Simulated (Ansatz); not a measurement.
# Run report: C2H5ClGa, molecular dynamics (part 2 of 3)

The same run, continued: C2H5ClGa, multiplicity 2; UKS revPBE/6-31G* (Ansatz 0.2.0). The geometry comes from this level: PBE0-D4/def2-TZVP.

Geometry of the input (Å):
```
C  -0.5856  0.7328  0.0491
C  0.3487  -0.2423  0.7414
Ga 1.0879  -1.6554  -0.5112
Cl 0.6405  -1.3196  -2.6285
H  -1.4596  0.2316  -0.3715
H  -0.9475  1.4879  0.7553
H  -0.0918  1.2564  -0.7714
H  1.2310  0.2490  1.1632
H  -0.1351  -0.7868  1.5566
```

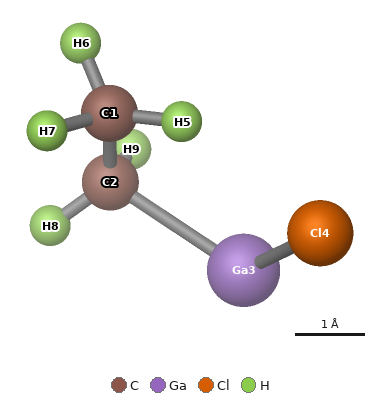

The geometry at step 19 of the log (ball-and-stick view, seen at a tilt; atoms are numbered from 1 in the order of the input).

### Trajectory as extended XYZ, continued
```
9
Properties=species:S:1:pos:R:3:forces:R:3 step=7 time_fs=14.0 energy=-67041.36884 temperature=1078.6
C    -0.4205    0.8403    0.1162   -0.9055   0.7464   3.1947
C     0.4376   -0.2871    0.7052    1.8430   2.7452   2.0011
Ga    1.1101   -1.6816   -0.4919    0.1637  -0.5047  -1.5609
Cl    0.5353   -1.2935   -2.7310    0.2265  -0.1939   0.7409
H    -1.0707    0.4528   -0.6492   -0.9485   0.5506  -0.4397
H    -0.8750    1.5857    0.9950   -0.0597  -2.3751  -1.6493
H     0.2553    1.5875   -0.1680    1.2554   1.1209  -1.9892
H     1.4313    0.3823    1.0469   -1.8472  -2.3165  -0.1848
H    -0.0019   -0.8158    1.5817    0.2723   0.2269  -0.1127
9
Properties=species:S:1:pos:R:3:forces:R:3 step=8 time_fs=16.0 energy=-67041.55993 temperature=1250.4
C    -0.3947    0.8603    0.1138   -0.3014   1.6331   1.1827
C     0.4639   -0.2817    0.7411    1.2174   2.2077   1.1820
Ga    1.1121   -1.6876   -0.4969    0.0276  -0.3740  -1.4846
Cl    0.5217   -1.2811   -2.7430    0.2398  -0.2061   0.8029
H    -1.0757    0.4353   -0.7131    0.5783   1.3688   1.1205
H    -0.8849    1.5268    0.9812   -0.2691  -1.9981  -1.3269
H     0.2699    1.7691   -0.1440   -0.4402  -1.6566  -1.0612
H     1.4637    0.3106    1.0261   -1.5523  -1.7138   0.1840
H     0.0055   -0.8467    1.6152    0.4999   0.7390  -0.5993
9
Properties=species:S:1:pos:R:3:forces:R:3 step=9 time_fs=18.0 energy=-67041.70934 temperature=1479.9
C    -0.3732    0.8863    0.1139    0.9016   0.6846  -0.5824
C     0.4974   -0.2697    0.7833   -1.5671   0.7762  -1.0779
Ga    1.1142   -1.6948   -0.5022   -0.1483  -0.2661  -1.4329
Cl    0.5080   -1.2680   -2.7573    0.2566  -0.2180   0.8693
H    -1.0601    0.4577   -0.7323    1.0437   1.3139   1.3497
H    -0.8970    1.3968    0.9250   -1.1317  -0.4293   0.3262
H     0.2709    1.8859   -0.1594   -0.8931  -2.6991  -0.4180
H     1.4368    0.1657    1.0131    1.3908   0.3246   1.0672
H     0.0300   -0.8467    1.6121    0.1474   0.5133  -0.1011
9
Properties=species:S:1:pos:R:3:forces:R:3 step=10 time_fs=20.0 energy=-67041.69624 temperature=1372.0
C    -0.3495    0.9147    0.1129    2.1741  -0.8036  -1.0992
C     0.5238   -0.2596    0.8250   -3.2646   0.5622  -3.2286
Ga    1.1168   -1.7030   -0.5086   -0.2803  -0.1758  -1.3670
Cl    0.4958   -1.2538   -2.7694    0.2693  -0.2175   0.9058
H    -1.0239    0.5264   -0.6998    0.6811   0.4525   0.3796
H    -0.9367    1.2491    0.8912   -2.0707   0.9600   2.0675
H     0.2285    1.8888   -0.1851   -0.4605  -1.9920   0.0080
H     1.4636    0.0319    1.0481    3.5132   1.3755   1.4810
H     0.0471   -0.8354    1.5933   -0.5615  -0.1613   0.8529
9
Properties=species:S:1:pos:R:3:forces:R:3 step=11 time_fs=22.0 energy=-67041.78907 temperature=1336.5
C    -0.3239    0.9421    0.1123   -0.9385  -3.0432   3.6560
C     0.5348   -0.2502    0.8606    1.2493   1.5410  -2.5516
Ga    1.1205   -1.7114   -0.5167   -0.3454  -0.0502  -1.2218
Cl    0.4844   -1.2395   -2.7782    0.2740  -0.2002   0.9015
H    -0.9870    0.6111   -0.6600   -0.2228  -0.7731  -1.0680
H    -1.0546    1.1414    0.9430    0.3791   0.7595  -0.3991
H     0.1681    1.8037   -0.2148    1.4056   1.5146  -0.3066
H     1.6237   -0.0348    1.1286   -1.2846   0.3086   0.2127
H     0.0349   -0.8535    1.5964   -0.5166  -0.0570   0.7770
9
Properties=species:S:1:pos:R:3:forces:R:3 step=12 time_fs=24.0 energy=-67041.05586 temperature=961.1
C    -0.3061    0.9574    0.1248   -3.1053  -4.8363   5.2231
C     0.5510   -0.2344    0.8979    1.8031   0.5638  -1.4110
Ga    1.1245   -1.7194   -0.5252   -0.3772   0.0765  -1.0603
Cl    0.4719   -1.2251   -2.7860    0.2744  -0.1894   0.8955
H    -0.9674    0.6662   -0.6711   -0.1142  -1.2202  -0.9683
H    -1.1579    1.0600    0.9833    1.8590   1.1003  -1.6016
H     0.1621    1.7660   -0.2508    2.2540   3.3654  -0.4684
H     1.7398   -0.0776    1.1979   -3.0668   0.2187  -0.2717
H    -0.0110   -0.8877    1.6272    0.4730   0.9212  -0.3373
9
Properties=species:S:1:pos:R:3:forces:R:3 step=13 time_fs=26.0 energy=-67041.12102 temperature=990.9
C    -0.2957    0.9521    0.1538   -1.5265  -1.5130   1.7345
C     0.5783   -0.2145    0.9336    0.8971  -0.1898  -1.1340
Ga    1.1284   -1.7270   -0.5348   -0.3820   0.1766  -0.9530
Cl    0.4612   -1.2132   -2.7943    0.2764  -0.1967   0.9015
H    -0.9606    0.6798   -0.7241    1.0028  -0.8849   0.4228
H    -1.1754    1.0086    0.9689    1.8044   1.3674  -1.3598
H     0.2332    1.8431   -0.2916   -0.1772  -0.3726   1.4150
H     1.7473   -0.1070    1.2613   -2.8913   0.4211  -0.3651
H    -0.0492   -0.8870    1.6328    0.9963   1.1920  -0.6619
9
Properties=species:S:1:pos:R:3:forces:R:3 step=14 time_fs=28.0 energy=-67041.30801 temperature=1257.2
C    -0.2844    0.9395    0.1892    0.9213  -0.2527  -1.4665
C     0.6118   -0.1950    0.9654   -1.9991  -0.3830  -2.2632
Ga    1.1327   -1.7336   -0.5462   -0.3615   0.2826  -0.8609
Cl    0.4520   -1.2024   -2.8020    0.2799  -0.2141   0.9169
H    -0.9283    0.6589   -0.7621    1.5920  -0.5167   1.2899
H    -1.1132    1.0046    0.9066    0.0764   1.4902   0.2962
H     0.3077    1.8926   -0.2703   -1.2839  -1.7996   1.8942
H     1.6359   -0.1265    1.3223    0.1640   0.8606   0.3198
H    -0.0517   -0.8394    1.6039    0.6107   0.5328  -0.1263
9
Properties=species:S:1:pos:R:3:forces:R:3 step=15 time_fs=30.0 energy=-67041.14915 temperature=1170.0
C    -0.2681    0.9300    0.2157    4.3988  -0.7491  -3.7191
C     0.6410   -0.1780    0.9910   -5.3676   0.1311  -4.8495
Ga    1.1372   -1.7396   -0.5581   -0.3167   0.4080  -0.7143
Cl    0.4410   -1.1937   -2.8075    0.2818  -0.2224   0.9281
H    -0.8368    0.6012   -0.7535    1.3088  -0.2201   1.2422
H    -1.0376    1.0617    0.8465   -2.9931   1.6377   2.8358
H     0.3425    1.8593   -0.1735   -1.1725  -1.3609   1.2358
H     1.5425   -0.1266    1.3911    4.5396   1.2591   1.9845
H    -0.0312   -0.7720    1.5585   -0.6790  -0.8834   1.0565
9
Properties=species:S:1:pos:R:3:forces:R:3 step=16 time_fs=32.0 energy=-67041.86486 temperature=1663.2
C    -0.2382    0.9220    0.2274    0.5249  -2.0032   0.9408
C     0.6547   -0.1585    0.9984   -0.0530   0.4152  -2.1201
Ga    1.1433   -1.7462   -0.5699   -0.2549   0.4968  -0.5359
Cl    0.4297   -1.1878   -2.8121    0.2788  -0.2133   0.9288
H    -0.6937    0.5233   -0.7023    0.1822  -0.0939   0.2022
H    -1.0638    1.1922    0.8929   -0.1883   0.2727   0.2155
H     0.3250    1.7672   -0.0365    0.9563   1.6669  -0.4681
H     1.6413   -0.0756    1.5196   -0.6638   0.7363  -0.4487
H    -0.0322   -0.7343    1.5513   -0.7822  -1.2774   1.2856
9
Properties=species:S:1:pos:R:3:forces:R:3 step=17 time_fs=34.0 energy=-67041.38123 temperature=1283.0
C    -0.2057    0.9079    0.2460   -1.4436  -1.0963   4.0891
C     0.6675   -0.1375    1.0004    0.6137  -0.8207   1.0418
Ga    1.1503   -1.7531   -0.5811   -0.1932   0.5403  -0.3865
Cl    0.4203   -1.1819   -2.8154    0.2777  -0.2085   0.9357
H    -0.5441    0.4463   -0.6447   -1.0175  -0.1220  -1.2695
H    -1.0910    1.3359    0.9623    1.4775  -1.3316  -1.5368
H     0.3354    1.7483    0.0769    2.0357   2.9764  -1.2574
H     1.7159    0.0111    1.6177   -2.5636   0.1919  -1.6097
H    -0.0559   -0.7379    1.6112    0.8133  -0.1296  -0.0066
9
Properties=species:S:1:pos:R:3:forces:R:3 step=18 time_fs=36.0 energy=-67041.27749 temperature=1240.3
C    -0.1768    0.8940    0.2817    0.3448   3.0024   2.4192
C     0.6808   -0.1222    1.0112    0.5516  -1.3592   2.5398
Ga    1.1592   -1.7610   -0.5909   -0.1422   0.5386  -0.3061
Cl    0.4114   -1.1772   -2.8162    0.2803  -0.2130   0.9377
H    -0.4448    0.3716   -0.6296   -1.0825   0.8288  -0.6892
H    -1.0548    1.4177    0.9801    1.3734  -1.9704  -1.6517
H     0.4178    1.8545    0.1461   -0.2453  -1.0059  -0.8629
H     1.6998    0.0981    1.6483   -2.3362  -0.1609  -1.6704
H    -0.0308   -0.7449    1.6821    1.2562   0.3397  -0.7164
9
Properties=species:S:1:pos:R:3:forces:R:3 step=19 time_fs=38.0 energy=-67041.40572 temperature=1373.3
C    -0.1461    0.8961    0.3253    1.3979   2.9146  -0.6850
C     0.6933   -0.1126    1.0301   -0.3937  -1.5871   2.0401
Ga    1.1720   -1.7695   -0.5984   -0.1193   0.5395  -0.2868
Cl    0.4015   -1.1744   -2.8164    0.2891  -0.2211   0.9408
H    -0.4043    0.3293   -0.6349   -0.7157   1.9012   0.6216
H    -0.9515    1.4192    0.9344   -0.1126  -1.4227  -0.5262
H     0.4956    1.9240    0.1868   -0.9280  -2.3843  -0.7515
H     1.5987    0.1713    1.6103   -0.0830   0.0243  -0.5488
H     0.0608   -0.7508    1.7409    0.6652   0.2357  -0.8043
9
Properties=species:S:1:pos:R:3:forces:R:3 step=20 time_fs=40.0 energy=-67041.09365 temperature=1113.0
C    -0.1114    0.9087    0.3624    3.6705   0.3755  -4.0619
C     0.7068   -0.1056    1.0509   -3.4635  -2.8372  -0.5575
Ga    1.1858   -1.7773   -0.6040   -0.1296   0.5654  -0.3151
Cl    0.3909   -1.1721   -2.8161    0.3046  -0.2269   0.9450
H    -0.3909    0.3654   -0.6331   -0.4440   1.9475   1.0998
H    -0.8485    1.3673    0.8830   -3.5346   0.7154   1.9622
H     0.5409    1.8976    0.1934   -0.7611  -2.0303  -0.5578
H     1.4954    0.2356    1.5406    4.5367   1.5244   2.0324
H     0.1872   -0.7691    1.7839   -0.1789  -0.0339  -0.5471
9
Properties=species:S:1:pos:R:3:forces:R:3 step=21 time_fs=42.0 energy=-67041.76518 temperature=1408.7
C    -0.0630    0.9186    0.3800   -0.8843  -0.2024  -1.9770
C     0.7165   -0.1083    1.0680    1.0023  -0.9056   0.9779
Ga    1.1980   -1.7833   -0.6104   -0.1470   0.5654  -0.3845
Cl    0.3795   -1.1680   -2.8160    0.3205  -0.2232   0.9432
H    -0.3837    0.4709   -0.6094   -0.4238   0.9911   0.5316
H    -0.9008    1.3497    0.9129   -0.9845  -0.2444   0.4699
H     0.5454    1.7867    0.1818    0.6805   0.5092  -0.5417
H     1.5752    0.3514    1.5412    1.0637  -0.3093   0.0930
H     0.3004   -0.8038    1.8029   -0.6275  -0.1810  -0.1123
9
Properties=species:S:1:pos:R:3:forces:R:3 step=22 time_fs=44.0 energy=-67041.18406 temperature=1224.5
C    -0.0170    0.9273    0.3860   -5.6714  -2.5644   2.1023
C     0.7341   -0.1174    1.0911    3.4571   0.5779   1.5701
Ga    1.2091   -1.7881   -0.6183   -0.1672   0.5490  -0.4502
Cl    0.3685   -1.1620   -2.8163    0.3341  -0.2143   0.9416
H    -0.3692    0.6109   -0.5666   -0.9876  -0.6018  -1.2712
H    -0.9957    1.3287    0.9567    1.7963  -0.7058  -0.8561
H     0.5617    1.6811    0.1525    3.3469   4.5918  -0.9178
H     1.7099    0.4519    1.5502   -1.6540  -1.9806  -0.8734
H     0.3692   -0.8598    1.8228   -0.4543   0.3481  -0.2454
9
Properties=species:S:1:pos:R:3:forces:R:3 step=23 time_fs=46.0 energy=-67041.22941 temperature=990.3
C     0.0061    0.9318    0.3970   -2.0662   1.4351   1.1777
C     0.7605   -0.1259    1.1218    3.4316   0.8440   1.0119
Ga    1.2191   -1.7944   -0.6265   -0.1870   0.5323  -0.4886
Cl    0.3588   -1.1570   -2.8162    0.3403  -0.2124   0.9287
H    -0.3809    0.7258   -0.5691   -0.7973  -1.1614  -1.4241
H    -0.9996    1.2823    0.9639    2.1173  -0.2339  -0.7422
H     0.6946    1.7529    0.0997   -0.3650   0.2103   0.8336
H     1.7897    0.4744    1.5304   -2.2689  -2.3696  -0.7629
H     0.4045   -0.9122    1.8438   -0.2049   0.9557  -0.5340
9
Properties=species:S:1:pos:R:3:forces:R:3 step=24 time_fs=48.0 energy=-67041.25744 temperature=1050.1
C     0.0182    0.9410    0.4142    0.9681   1.4633  -2.5822
C     0.7970   -0.1296    1.1553    2.0904   0.9868  -0.4888
Ga    1.2283   -1.8016   -0.6343   -0.2055   0.5204  -0.5143
Cl    0.3518   -1.1540   -2.8163    0.3438  -0.2234   0.9077
H    -0.4382    0.7669   -0.6303    0.7038  -0.7357   0.9535
H    -0.9029    1.2201    0.9287   -0.0311   0.8475   0.7111
H     0.8192    1.8395    0.0794   -2.3082  -1.7801   1.4113
H     1.7785    0.4194    1.4877   -1.2863  -1.7969  -0.2029
H     0.4268   -0.9226    1.8400   -0.2750   0.7180  -0.1953
9
Properties=species:S:1:pos:R:3:forces:R:3 step=25 time_fs=50.0 energy=-67040.70800 temperature=723.3
C     0.0326    0.9515    0.4287    5.1168  -0.3788  -5.3828
C     0.8418   -0.1262    1.1856   -3.3166  -0.6930  -3.0697
Ga    1.2381   -1.8073   -0.6427   -0.2251   0.5054  -0.5317
Cl    0.3480   -1.1504   -2.8152    0.3474  -0.2341   0.8899
H    -0.4812    0.7586   -0.6475    1.3904  -0.4467   1.7648
H    -0.7924    1.1963    0.9070   -4.1042   2.2249   3.2062
H     0.8691    1.8439    0.1026   -2.6263  -1.8888   1.2576
H     1.7035    0.3249    1.4281    3.9188   0.9201   1.4252
H     0.4438   -0.9025    1.8237   -0.5011  -0.0091   0.4405
9
Properties=species:S:1:pos:R:3:forces:R:3 step=26 time_fs=52.0 energy=-67041.53949 temperature=1356.7
C     0.0635    0.9568    0.4323   -0.0555  -0.3772  -0.9005
C     0.8780   -0.1255    1.2035   -3.2411  -0.0835  -3.1105
Ga    1.2475   -1.8107   -0.6522   -0.2331   0.4642  -0.5132
Cl    0.3463   -1.1448   -2.8140    0.3438  -0.2244   0.8796
H    -0.4682    0.7432   -0.5646    0.9826  -0.5227   0.7963
H    -0.8294    1.2769    0.9921    0.2584   0.5729   0.6008
H     0.8127    1.7632    0.1786   -1.0069  -0.1767   0.3911
H     1.7809    0.2921    1.4029    3.3180   0.5792   1.2134
H     0.4418   -0.8829    1.8270   -0.3661  -0.2318   0.6431
9
Properties=species:S:1:pos:R:3:forces:R:3 step=27 time_fs=54.0 energy=-67040.99998 temperature=1137.6
C     0.0963    0.9567    0.4360   -5.0878  -4.0555   5.5471
C     0.9023   -0.1250    1.2128    1.0010   1.1663  -1.3967
Ga    1.2564   -1.8135   -0.6619   -0.2206   0.4239  -0.4582
Cl    0.3469   -1.1390   -2.8094    0.3305  -0.2043   0.8612
H    -0.4107    0.7097   -0.4285   -0.9646  -1.1507  -2.4656
H    -0.8557    1.4009    1.0843    2.1861  -0.8682  -0.9001
H     0.7147    1.6684    0.2797    4.3700   5.6545  -1.4323
H     1.9842    0.2907    1.4235   -1.9128  -1.3382   0.1211
H     0.4188   -0.8825    1.8513    0.2982   0.3722   0.1235
9
Properties=species:S:1:pos:R:3:forces:R:3 step=28 time_fs=56.0 energy=-67041.08694 temperature=1062.9
C     0.1170    0.9440    0.4564   -0.8875   1.7035   5.0993
C     0.9236   -0.1178    1.2211    1.8796   0.6521  -0.3022
Ga    1.2659   -1.8165   -0.6706   -0.1943   0.3886  -0.4026
Cl    0.3487   -1.1345   -2.8005    0.3104  -0.1946   0.8212
H    -0.4004    0.6234   -0.3747   -1.0826  -0.7404  -2.5023
H    -0.8127    1.5119    1.1409    2.1574  -1.7138  -1.2224
H     0.7760    1.7875    0.3316    0.3812   0.5537  -0.9583
H     2.1035    0.2425    1.4621   -3.2491  -1.3271  -0.2651
H     0.4039   -0.8688    1.8774    0.6850   0.6780  -0.2676
9
Properties=species:S:1:pos:R:3:forces:R:3 step=29 time_fs=58.0 energy=-67041.22369 temperature=1280.0
C     0.1349    0.9378    0.4911   -0.4805   3.3891   1.1606
C     0.9513   -0.1075    1.2307    1.4338   0.0944   0.0858
Ga    1.2759   -1.8199   -0.6780   -0.1727   0.3597  -0.3436
Cl    0.3500   -1.1305   -2.7905    0.2878  -0.1917   0.7694
H    -0.4464    0.5145   -0.4101    0.9604   1.0452   0.8048
H    -0.7130    1.5474    1.1593    1.4981  -1.9348  -1.0019
H     0.8402    1.9350    0.3524   -1.4605  -2.5122  -0.8017
H     2.0869    0.1397    1.5118   -2.4530  -0.5562  -0.4612
H     0.4237   -0.8214    1.9032    0.3866   0.3063  -0.2122
9
Properties=species:S:1:pos:R:3:forces:R:3 step=30 time_fs=60.0 energy=-67041.10369 temperature=1146.8
C     0.1501    0.9408    0.5282    1.1872   2.2415  -1.4858
C     0.9882   -0.0954    1.2390   -3.1158  -1.0831  -0.7986
Ga    1.2858   -1.8230   -0.6850   -0.1630   0.3555  -0.2816
Cl    0.3502   -1.1261   -2.7812    0.2733  -0.1884   0.7304
H    -0.4604    0.4583   -0.4107    1.5075   1.6633   1.7385
H    -0.5668    1.4935    1.1492   -0.7357  -0.7297   0.5847
H     0.8436    1.9956    0.3527   -1.4166  -3.0113  -0.7545
H     1.9577    0.0044    1.5661    2.7463   0.8617   0.4492
H     0.4675   -0.7744    1.9322   -0.2833  -0.1094  -0.1824
9
Properties=species:S:1:pos:R:3:forces:R:3 step=31 time_fs=62.0 energy=-67040.88792 temperature=1262.0
C     0.1706    0.9499    0.5624    3.9808  -0.4345  -4.3415
C     1.0174   -0.0849    1.2409   -4.2546  -1.6002  -1.0840
Ga    1.2961   -1.8260   -0.6926   -0.1533   0.3645  -0.1966
Cl    0.3499   -1.1215   -2.7730    0.2646  -0.1723   0.7011
H    -0.4233    0.4667   -0.3434    1.0803   1.4211   1.3756
H    -0.4502    1.4109    1.1728   -4.0919   1.6109   3.6568
H     0.7846    1.9377    0.3261   -0.5953  -2.0330  -0.7406
H     1.9222   -0.0980    1.6603    4.6217   1.1727   0.9283
H     0.4978   -0.7367    1.9568   -0.8524  -0.3291  -0.2990
```
